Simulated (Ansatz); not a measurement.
# HAuS2, from a guessed structure to a relaxed one

This structure for HAuS2 is made up. Its elements were placed in a known structure type with a cell scaled to their sizes. What cell does the guess relax to, and how far off was it?

Main program and level: Ansatz 0.2.0; DFT, PBE, plane-wave PAW, files of the set soft_1, scalar-relativistic, no spin, cell and ions relaxed at zero pressure; PAW set soft_1.

## (1) The structure

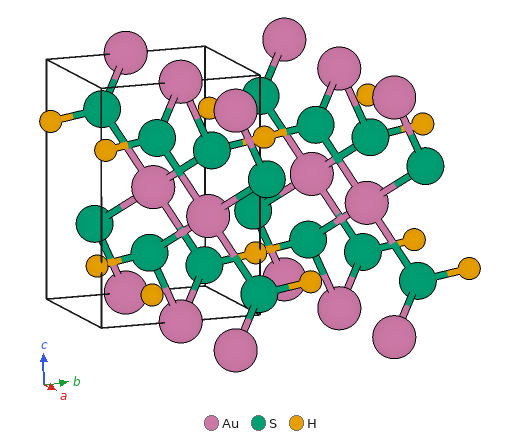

The starting structure, seen slightly off an axis (gold pink, sulfur teal, hydrogen orange). 2×2×1 cells are drawn. Bonds to atoms that aren't drawn are left out. Some periodic images of atoms are drawn too.

## (2) Relaxation of the guess

The guessed cell has no reason to be at equilibrium. It is relaxed with the atoms, within the space group of the guess.

File input.yaml:

```yaml
crystal:
  lattice:
    - [4.858, 0.0, 0.0]
    - [-2.410670419, 5.072289831, 0.0]
    - [-0.004417079, -0.344301943, 6.317623419]
  atoms:
    - { symbol: Au, position: [0.5, 0.5, 0.5] }
    - { symbol: Au, position: [0.0, 0.5, 0.0] }
    - { symbol: S, position: [0.0473, 0.287, 0.3039] }
    - { symbol: S, position: [0.7645, 0.7308, 0.1937] }
    - { symbol: S, position: [0.9527, 0.713, 0.6961] }
    - { symbol: S, position: [0.2355, 0.2692, 0.8063] }
    - { symbol: H, position: [0.0564, 0.0074, 0.7478] }
    - { symbol: H, position: [0.9436, 0.9926, 0.2522] }
kpoints:
  mp_grid: { grid: [6, 5, 4] }
scf:
  occupations: { method: fermi_dirac, width: 0.05 }
hamiltonian:
  xc: pbe
  pseudopotentials: { kind: paw, azcp: { folder: soft_1 } }
relax:
  f_tol: 0.015
  max_steps: 70
  cell: {}
output:
  forces: true
  stress: true
```

Launch:

```console
> ansatz run input.yaml --threads 4 --pin off --max-ram 10240MiB --backend cpu --events-out ev --progress --plain --runs-dir out
```

Numbers of over 12 decimals in the logs are rounded to 6 here.

Log:

```text
Engine: ansatz 0.2.0, x86_64-unknown-linux-gnu
Pseudopotentials: kind: paw
Pseudopotential: Au, paw, valence charge 19, recommended cutoff 420 eV (normal), soft_1/Au.paw.azcp
Pseudopotential: S, paw, valence charge 6, recommended cutoff 420 eV (normal), soft_1/S.paw.azcp
Pseudopotential: H, paw, valence charge 1, recommended cutoff 420 eV (normal), soft_1/H.paw.azcp
Functional definition: PBE
  parameter kappa = 0.804
  parameter beta = 0.066725
  exchange = pbe_x(kappa = kappa, mu = beta*pi^2/3)
  correlation = pbe_c(beta = beta)
Crystal: 8 atoms, lattice volume = 155.674 Å³
Basis set: ecut = 420 eV, 3065 PW (Γ), exchange–correlation on 72×80×90 points (8 copies of the dense FFT grid, shifted against one another)
Bands: 40, of which v1, the nominal top of the filled ones, is band 32 counted from 1 (31 counted from 0)
Symmetry: 2 space group operations
Space group: P-1 (ITA 2), of the structure as read, at distance tolerance 5.4e-5 Å
k-points: 62 of 120
Non-local potential: Au, projectors of the file, l = 0: 3, l = 1: 2, l = 2: 2, l = 3: 1
Non-local potential: S, projectors of the file, l = 0: 2, l = 1: 2, l = 2: 1
Non-local potential: H, projectors of the file, l = 0: 2, l = 1: 1
PAW form: soft (Blöchl's): semilocal exchange-correlation on the pseudo side does not see the compensation charge
PAW one-centre angular grid: Au, 590 points (default); XC on 64 Gauss nodes
PAW one-centre angular grid: S, 110 points (default); XC on 64 Gauss nodes
PAW one-centre angular grid: H, 110 points (default); XC on 64 Gauss nodes
Initial density: superposition of atomic densities (chi_scale 0.1, normalization cell, long waves kept (reshape's long-wave potential 0.01 eV rms))
Initial wavefunctions: pseudopotential atomic-orbital guess
Functional: x = pbe(κ = 0.804, μ = 0.219515), c = pbe(β = 0.066725)
SCF iter   1: F=—  HF=-29944.504200 eV  |F-HF|=—  |Δ(HF+E_count)|=         —  Δρ=8.81e-2  dr2=1.74e1  ethr=3.10e-3  ⟨swp⟩=8.1  Hψ=12108  notcnv=0  defer=27
preconditioner: auto → Resta (q_TF=auto, 2.353 Å⁻¹)  ε∞=5.7  [insulator: Δε(μ)=0.899 eV  Ē_g=9.511 eV  σ=0.050 eV  W_gap=1.00  n_scr=28 (ndim 8)  ℏωp=20.6 eV  f_vac=0.127  D(μ)=0.00/eV (n_scr^D=0)  ε∞_Penn≈5.7]
SCF iter   2: F=—  HF=-29940.903299 eV  |F-HF|=—  |Δ(HF+E_count)|=    3.60e0  Δρ=2.73e-2  dr2=7.25e-1  ethr=3.10e-3  ⟨swp⟩=3.1  Hψ=5583  notcnv=0  defer=124
SCF iter   3: F=—  HF=-29940.725410 eV  |F-HF|=—  |Δ(HF+E_count)|=   1.78e-1  Δρ=1.31e-2  dr2=1.96e-1  ethr=1.13e-3  ⟨swp⟩=3.0  Hψ=5042  notcnv=0  defer=117
SCF iter   4: F=—  HF=-29940.687038 eV  |F-HF|=—  |Δ(HF+E_count)|=   3.84e-2  Δρ=5.32e-3  dr2=3.66e-2  ethr=3.06e-4  ⟨swp⟩=2.2  Hψ=2809  notcnv=0  defer=117
SCF iter   5: F=—  HF=-29940.680849 eV  |F-HF|=—  |Δ(HF+E_count)|=   6.19e-3  Δρ=1.04e-3  dr2=2.17e-3  ethr=5.72e-5  ⟨swp⟩=2.8  Hψ=4520  notcnv=0  defer=117
SCF iter   6: F=—  HF=-29940.681620 eV  |F-HF|=—  |Δ(HF+E_count)|=   7.71e-4  Δρ=2.14e-4  dr2=2.08e-4  ethr=3.39e-6  ⟨swp⟩=2.0  Hψ=3706  notcnv=0  defer=117
SCF iter   7: F=—  HF=-29940.681777 eV  |F-HF|=—  |Δ(HF+E_count)|=   1.57e-4  Δρ=9.96e-5  dr2=2.58e-5  ethr=3.25e-7  ⟨swp⟩=2.0  Hψ=3735  notcnv=0  defer=117
SCF iter   8: F=—  HF=-29940.681806 eV  |F-HF|=—  |Δ(HF+E_count)|=   2.82e-5  Δρ=7.87e-5  dr2=1.45e-5  ethr=4.04e-8  ⟨swp⟩=3.0  Hψ=5023  notcnv=0  defer=117
SCF iter   9: F=—  HF=-29940.681810 eV  |F-HF|=—  |Δ(HF+E_count)|=   3.99e-6  Δρ=1.61e-5  dr2=7.15e-7  ethr=2.26e-8  ⟨swp⟩=2.0  Hψ=3381  notcnv=0  defer=117
SCF iter  10: F=-29940.681811 eV  HF=-29940.681811 eV  |F-HF|=7.83e-8  |Δ(HF+E_count)|=   1.26e-6  Δρ=5.83e-6  dr2=7.41e-8  ethr=1.56e-10  ⟨swp⟩=6.0  Hψ=10066  notcnv=0
SCF 1 converged in 10 iterations: F = -29940.681811 eV  dr2 = 7.41e-8
  greatest PAW one-centre occupation: 1.000 electrons in one spin orbital (limit 2), on the Au atom at site 1 (counted from 0), in its partial waves of l = 0
relax step   1: F+E_penalty+E_count = -29940.68181102 eV  Δ(F+E_penalty+E_count) = +0.000e0 eV  max|allowed force component| = 3.660e0 eV/Å  Δτ_max = 0.0000 Å  P = +7.625 GPa  Ω = 155.674 Å³  (10 SCF iters, dr2 threshold 1.00e-7 eV, accepted)
[... from here on, the SCF cycles and remarks between the steps are left out ...]
relax step   2: F+E_penalty+E_count = -29941.74077632 eV  Δ(F+E_penalty+E_count) = -1.059e0 eV  max|allowed force component| = 1.218e0 eV/Å  Δτ_max = 0.1349 Å  P = +2.266 GPa  Ω = 160.198 Å³  energy of the carried Pulay correction = -1.369e-3 eV  (8 SCF iters, dr2 threshold 8.00e-7 eV, accepted)
relax step   3: F+E_penalty+E_count = -29942.01330192 eV  Δ(F+E_penalty+E_count) = -2.725e-1 eV  max|allowed force component| = 2.848e-1 eV/Å  Δτ_max = 0.1460 Å  P = +0.364 GPa  Ω = 157.594 Å³  energy of the carried Pulay correction = -5.861e-4 eV  (8 SCF iters, dr2 threshold 8.00e-7 eV, accepted)
relax step   4: F+E_penalty+E_count = -29942.03013227 eV  Δ(F+E_penalty+E_count) = -1.683e-2 eV  max|allowed force component| = 2.726e-1 eV/Å  Δτ_max = 0.0595 Å  P = -0.357 GPa  Ω = 159.366 Å³  energy of the carried Pulay correction = -1.121e-3 eV  (8 SCF iters, dr2 threshold 8.00e-7 eV, accepted)
[...]
relax step  18: F+E_penalty+E_count = -29942.21864358 eV  Δ(F+E_penalty+E_count) = -4.460e-3 eV  max|allowed force component| = 5.126e-2 eV/Å  Δτ_max = 0.0468 Å  P = +0.071 GPa  Ω = 163.390 Å³  energy of the carried Pulay correction = +5.947e-5 eV  (7 SCF iters, dr2 threshold 4.28e-7 eV, accepted)
relax step  19: F+E_penalty+E_count = -29942.22027722 eV  Δ(F+E_penalty+E_count) = -1.634e-3 eV  max|allowed force component| = 2.831e-2 eV/Å  Δτ_max = 0.0379 Å  P = +0.043 GPa  Ω = 163.316 Å³  energy of the carried Pulay correction = +1.483e-4 eV  (7 SCF iters, dr2 threshold 1.64e-7 eV, accepted)
relax step  20: F+E_penalty+E_count = -29942.22066106 eV  Δ(F+E_penalty+E_count) = -3.838e-4 eV  max|allowed force component| = 1.500e-2 eV/Å  Δτ_max = 0.0119 Å  P = +0.031 GPa  Ω = 163.485 Å³  energy of the carried Pulay correction = +1.126e-4 eV  (7 SCF iters, dr2 threshold 5.01e-8 eV, accepted)
relax step  21: F+E_penalty+E_count = -29942.22098317 eV  Δ(F+E_penalty+E_count) = -3.221e-4 eV  max|allowed force component| = 1.069e-2 eV/Å  Δτ_max = 0.0224 Å  P = +0.000 GPa  Ω = 163.747 Å³  energy of the carried Pulay correction = +7.747e-5 eV  (8 SCF iters, dr2 threshold 1.69e-8 eV, accepted)
relax step  22: F+E_penalty+E_count = -29942.22053166 eV  Δ(F+E_penalty+E_count) = +4.515e-4 eV  max|allowed force component| = 4.088e-2 eV/Å  Δτ_max = 0.0204 Å  P = -0.013 GPa  Ω = 163.905 Å³  energy of the carried Pulay correction = +5.835e-5 eV  (9 SCF iters, dr2 threshold 1.03e-8 eV, rejected (line search))
relax step  23: F+E_penalty+E_count = -29942.22107736 eV  Δ(F+E_penalty+E_count) = -9.419e-5 eV  max|allowed force component| = 2.309e-3 eV/Å  Δτ_max = 0.0112 Å  P = -0.010 GPa  Ω = 163.925 Å³  energy of the carried Pulay correction = +3.261e-5 eV  (9 SCF iters, accepted)
relax step  24: F+E_penalty+E_count = -29942.22117396 eV  Δ(F+E_penalty+E_count) = -9.660e-5 eV  max|allowed force component| = 1.328e-2 eV/Å  Δτ_max = 0.0112 Å  P = +0.013 GPa  Ω = 163.818 Å³  energy of the carried Pulay correction = +7.205e-5 eV  (10 SCF iters, accepted)
relax step  25: F+E_penalty+E_count = -29942.22125667 eV  Δ(F+E_penalty+E_count) = -8.271e-5 eV  max|allowed force component| = 6.738e-3 eV/Å  Δτ_max = 0.0158 Å  P = -0.011 GPa  Ω = 163.718 Å³  energy of the carried Pulay correction = +1.110e-4 eV  (7 SCF iters, dr2 threshold 1.03e-8 eV, accepted)
relax step  26: F+E_penalty+E_count = -29942.22128990 eV  Δ(F+E_penalty+E_count) = -3.323e-5 eV  max|allowed force component| = 8.856e-3 eV/Å  Δτ_max = 0.0169 Å  P = -0.029 GPa  Ω = 163.795 Å³  energy of the carried Pulay correction = +9.830e-5 eV  (8 SCF iters, dr2 threshold 6.28e-9 eV, accepted)
relax step  27: F+E_penalty+E_count = -29942.22137190 eV  Δ(F+E_penalty+E_count) = -8.200e-5 eV  max|allowed force component| = 4.002e-3 eV/Å  Δτ_max = 0.0059 Å  P = -0.007 GPa  Ω = 163.627 Å³  energy of the carried Pulay correction = +1.446e-4 eV  (7 SCF iters, dr2 threshold 8.93e-9 eV, accepted)
relax step  28: F+E_penalty+E_count = -29942.22174353 eV  Δ(F+E_penalty+E_count) = -3.716e-4 eV  max|allowed force component| = 4.005e-3 eV/Å  Δτ_max = 0.0000 Å  P = -0.006 GPa  Ω = 163.627 Å³  stress off target by 2.53e-2 GPa  SCF on the basis re-selected at this cell (its energy is not comparable with the rows above)  (8 SCF iters)
basis re-selected at this cell: Δ(F+E_penalty+E_count) = -3.716e-4 eV, ΔP = +0.000 GPa vs the last step (what re-selecting the basis moved, of the pressure what is left beyond the Pulay correction that the steps carried, after the strain that the cell walked since its last selection, with what the two solves' SCF thresholds leave and, on support functions, any second-order correction that the steps lacked; it is no m [...]
SCF converged after 8 iterations
Free energy (F): -29942.221744 eV
Harris-Foulkes:  -29942.221744 eV  (|F-HF|=7.28e-12)
Internal energy: -29942.219003 eV  (E = F + TS)
E sigma→0 (E₀):  -29942.220373 eV
Entropy (-TS):   -0.002740 eV (-0.343 meV/atom)
Fermi energy:    6.050860 eV
--- Per-component energies (eV) ---
  E_band       = -1009.241713
  E_kinetic    = 1594.921797
  E_local      = -8019.644765  (includes V_loc(G=0)·N_el)
  E_nonlocal   = 331.936147
  E_hartree    = 3391.266926
  E_xc         = -800.213493
  E_vxc        = -871.503493  (∫ρ·V_xc dr)
  E_paw        = -21895.023373  (= ΣΔE_a)
  E_vpaw       = -827.486711  (= ΣTr[D̂ρ^β])
  E_aug_tail   = 0.001489  (compensation charges beyond the density's cutoff)
  E_ewald      = -4545.463731
  E_smearing   = -0.002740  (= −TS)
  E_closure    = -0.000000  (closes the sum)
  Σ components = -29942.221744   (vs F -29942.221744, Δ=0.00e0)
--- Forces (eV/Å), atoms counted from 1 ---
  atom   1  Au     0.00000000     0.00000000     0.00000000
  atom   2  Au     0.00000000     0.00000000     0.00000000
  atom   3  S      0.00016495    -0.00267751     0.00369076
  atom   4  S      0.00260811     0.00139515     0.00400503
  atom   5  S     -0.00016495     0.00267751    -0.00369076
  atom   6  S     -0.00260811    -0.00139515    -0.00400503
  atom   7  H      0.00160888    -0.00374651    -0.00214782
  atom   8  H     -0.00160888     0.00374651     0.00214782
  max |Σ_I F_I| component: 0.00e0 eV/Å
--- Stress (GPa, compression-positive) ---
       -0.010240       0.014522      -0.003737
        0.014522       0.008446       0.008365
       -0.003737       0.008365      -0.017218
  P = ⅓ Tr σ = -0.0063 GPa (-0.063 kbar)
--- Relaxed structure (26 steps of the walk, 24 accepted, 2 SCFs on fresh bases) ---
  F+E_penalty+E_count = -29942.22174353 eV   max|allowed force component| = 4.005e-3 eV/Å   (the final SCF, on the basis selected at the relaxed cell)
  cell:  # Å, volume = 163.6265 Å³
    - [4.505477, 0.483830, 0.014440]
    - [-1.730567, 5.591398, 0.333735]
    - [-0.019608, 0.028322, 6.287989]
  atoms:
    - { symbol: Au, position: [0.5, 0.5, 0.500000] }
    - { symbol: Au, position: [1.734723475976807e-17, 0.5, 0.0] }
    - { symbol: S, position: [0.099084, 0.274108, 0.313531] }
    - { symbol: S, position: [0.685592, 0.711861, 0.176543] }
    - { symbol: S, position: [0.900916, 0.725892, 0.686469] }
    - { symbol: S, position: [0.314408, 0.288139, 0.823457] }
    - { symbol: H, position: [0.087276, 0.121686, 0.747187] }
    - { symbol: H, position: [0.912724, 0.878314, 0.252813] }
```

The job ended after 77 s (4 threads of Intel Xeon Platinum 8559C (Emerald Rapids), shared host; peak memory 0.69 GiB; 4.9 min of CPU time).

The steps of the relaxation (22 of 28):

```
step  energy less that of the first step (eV)  largest force component (eV/Å)  pressure (GPa)  volume (Å³)
   1                                   0.0000                          3.6599            7.63       155.67
   2                                  -1.0590                          1.2181            2.27       160.20
   4                                  -1.3483                          0.2726           -0.36       159.37
   5                                  -1.3676                          0.2847           -0.25       158.68
   6                                  -1.3933                          0.2987            0.14       157.40
   7                                  -1.4398                          0.4402            1.96       154.76
   9                                  -1.5048                          0.0862            0.18       162.22
  10                                  -1.5137                          0.0620            0.05       162.94
  11                                  -1.5140                          0.0668           -0.21       163.63
  13                                  -1.5163                          0.0242           -0.05       163.79
  14                                  -1.5166                          0.0050            0.01       163.57
  15                                  -1.5167                          0.0025            0.01       163.51
  16                                  -1.5168                          0.0021            0.01       163.31
  18                                  -1.5368                          0.0513            0.07       163.39
  19                                  -1.5385                          0.0283            0.04       163.32
  20                                  -1.5389                          0.0150            0.03       163.48
  22                                  -1.5387                          0.0409           -0.01       163.90
  23                                  -1.5393                          0.0023           -0.01       163.93
  24                                  -1.5394                          0.0133            0.01       163.82
  25                                  -1.5394                          0.0067           -0.01       163.72
  27                                  -1.5396                          0.0040           -0.01       163.63
 28*                                  -1.5399                          0.0040           -0.01       163.63
```

Relaxation steps marked * repeat the geometry before them on a plane-wave basis chosen anew for their cell, so energy and pressure can jump there. Other such steps can lie between the rows shown. Relaxation steps 9, 22 were tried and not accepted.

Forces are held to the 2 operations that the run works with; a distortion that breaks them can't arise in this run.

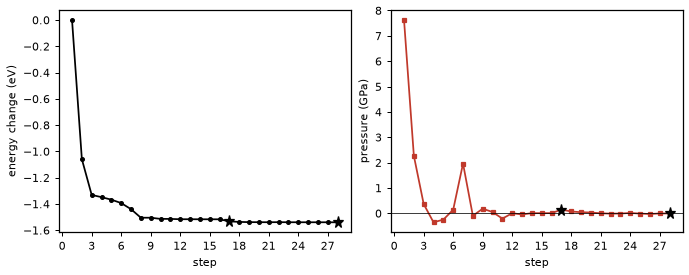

Energy and pressure along the relaxation. Stars mark steps on a basis chosen anew.

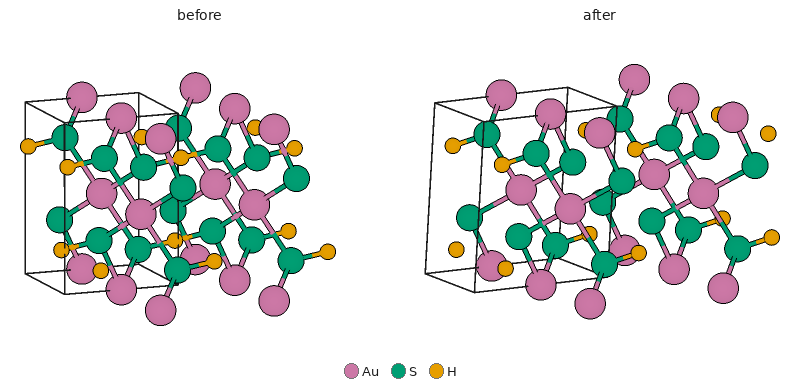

The structure before and after the relaxation, drawn at the same scale. Bonds to atoms that aren't drawn are left out.

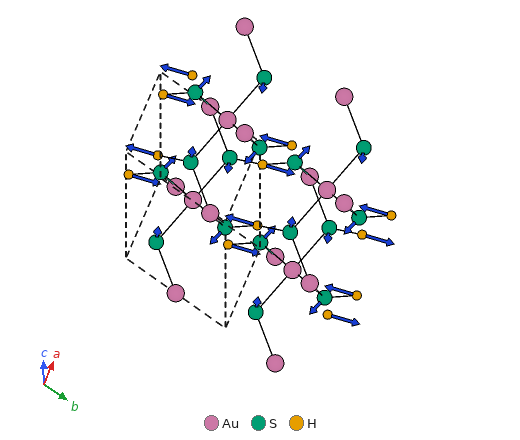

Displacements in the relaxation, exaggerated, measured against the changing cell; the longest in the cell stands for 0.66 Å. Bonds to atoms that aren't drawn are left out. 2×2×1 cells are drawn. Some periodic images of atoms are drawn too.

```
     cell as run  before   after   change
           a (Å)   4.858   4.531   -6.7 %
           b (Å)   5.616   5.863   +4.4 %
           c (Å)   6.327   6.288   -0.6 %
           α (°)   92.80   86.44   -6.9 %
           β (°)   90.04   89.97   -0.1 %
           γ (°)  115.42  101.04  -12.5 %
volume (Å³/atom)   19.46   20.45   +5.1 %
```

The atoms that moved most (Å, as changes of fractional coordinates times the final cell):

```
atom      dx      dy      dz  length
  H7  -0.059   0.654   0.035   0.657
  H8   0.059  -0.654  -0.035   0.657
  S4  -0.322  -0.145  -0.115   0.372
  S6   0.322   0.145   0.115   0.372
  S3   0.255  -0.047   0.057   0.266
  S5  -0.255   0.047  -0.057   0.266
```

The relaxed structure:

```cif
data_structure
_symmetry_space_group_name_H-M 'P 1'
_symmetry_Int_Tables_number 1
_cell_length_a 4.5314
_cell_length_b 5.8626
_cell_length_c 6.2881
_cell_angle_alpha 86.437
_cell_angle_beta 89.968
_cell_angle_gamma 101.039
_cell_volume 163.63
loop_
_atom_site_label
_atom_site_type_symbol
_atom_site_fract_x
_atom_site_fract_y
_atom_site_fract_z
_atom_site_occupancy
Au1 Au 0.50000 0.50000 0.50000 1
Au2 Au 0.00000 0.50000 0.00000 1
S3 S 0.09908 0.27411 0.31353 1
S4 S 0.68559 0.71186 0.17654 1
S5 S 0.90092 0.72589 0.68647 1
S6 S 0.31441 0.28814 0.82346 1
H7 H 0.08728 0.12169 0.74719 1
H8 H 0.91272 0.87831 0.25281 1
```

This step gave:

```
free energy             : -29942.2217 eV
energy at zero smearing : -29942.2204 eV
smearing term TS        : 0.002740 eV
Fermi energy            : 6.051 eV
gap by band count       : 0.2742 eV
electrons               : 64
symmetry operations     : 2
pressure                : -0.006337 GPa
```

The shortest distance of each pair, which need not be the same contact before and after:

```
pair  guess (Å)  relaxed (Å)
 H–S      1.380        1.384
Au–S      2.324        2.377
Au–H      3.173        2.894
 S–S      2.869        3.223
 H–H      3.174        3.431
```

The relaxation ends with a largest force component of 0.0040 eV/Å and a pressure of -0.01 GPa.

## (3) Summary of results

| Property | Result |
| --- | --- |
| space group, relaxed | P-1 |
| conventional cell | a = 4.531, b = 5.863, c = 6.288 Å; α = 93.6°, β = 90.0°, γ = 101.0° |
| volume per atom | 20.45 Å³ (guess 19.46) |

What this shows: HAuS2 relaxes to P-1 with a = 4.531, b = 5.863 and c = 6.288 Å. The guessed volume was 5 % too small. The space group P-1 was held in the relaxation, so the end point is a stationary structure within it and may be a saddle against distortions or other arrangements. Mesh and cutoff weren't tested. Spin-orbit coupling is left out, which can matter for elements this heavy. No dispersion term is used, so weakly bound directions may come out too long. Nothing here tests whether the compound is stable against decomposition.

[Logs are printed without paths, hosts, clocks, repeated set-up lines and the standing remarks that a program may print on its own settings, such as how far it seeks lower states.]

[Hosts, paths, dates, database ids (printed as entryN), source tags and the programs' standing remarks are cut or masked in the printed files.]
